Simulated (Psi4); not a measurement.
# SiHClO (SMILES O[Si]Cl): DLPNO-MP2/def2-SV(P) (density fitting, density fitting for correlation, pno convergence tight)

Aim: the energy of SiHClO. 

The results are computed with Psi4 1.11.

4 further runs of the same task are left out: 2 that didn't finish, 2 set aside as unsound or not needed.

## (1) Starting point

SiHClO: 4 atoms, total charge 0, spin state singlet. As SMILES, `O[Si]Cl`. Geometry: relaxed at PBE0-D4/def2-TZVP.

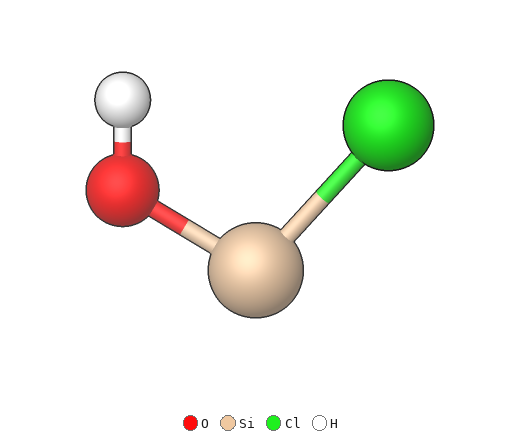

The structure, seen from a chosen angle (oxygen red, silicon light orange, chlorine green, hydrogen white).

## (2) The energy at DLPNO-MP2/def2-SV(P) (density fitting, density fitting for correlation, pno convergence tight)

input.dat

```
memory 1.6 GB

molecule m {
  0 1
  O     -1.72305228     0.85075470    -0.58335845
  Si    -0.82051908    -1.49231672     1.22265280
  Cl     3.14129174    -1.32469801     0.79633059
  H     -0.49284057     1.85268749    -1.47398638
  units bohr
  symmetry c1
}

set {
  basis def2-SV(P)
  reference rhf
  freeze_core true
  pno_convergence tight
  scf_type df
}

e_tot, wfn = energy("dlpno-mp2", return_wfn=True)
```

On the command line:

```console
$ psi4 -n 1 input.dat output.dat
```

**Question.** What will come out? Wanted: total energy; HOMO energy; LUMO energy; HOMO–LUMO gap; correlation energy.

**Answer.** As computed:

At DLPNO-MP2/def2-SV(P) (density fitting, density fitting for correlation, pno convergence tight), 11 core orbitals frozen:

```
                                    quantity          value
                                total energy  -824.02322 Eh
         HOMO energy (Hartree–Fock orbitals)      -10.01 eV
         LUMO energy (Hartree–Fock orbitals)        1.36 eV
       HOMO–LUMO gap (Hartree–Fock orbitals)       11.37 eV
correlation energy (11 core orbitals frozen)     -390.7 mEh
```
